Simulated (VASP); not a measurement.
Band structure of BaTiO₃ (cubic perovskite). Computed with r2SCAN meta-GGA, VASP's PBE PAW potentials (set 64) (plane waves; VASP).

Unless said otherwise, spin-orbit coupling is left out, though it shifts the bands of the heavy elements here.

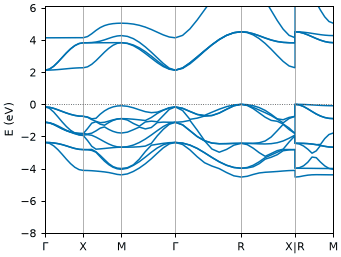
Fig. 1. Bands along high-symmetry lines, zero at the valence-band maximum or, without a gap, the Fermi level

Read the plot: is there a gap, and where are the band edges?

The gap is indirect, 2.12 eV, from the valence maximum at R to the conduction minimum at Γ.

Measured: gap 3.20 eV (computed value off by -1.08 eV), as given by Yu-ichiro Matsushita et al., Physical Review B (2011), arXiv:1104.2769.

The compound is BaTiO3 in the cubic perovskite structure, the ideal cubic form; the compound distorts at low or room temperature. It was relaxed first.
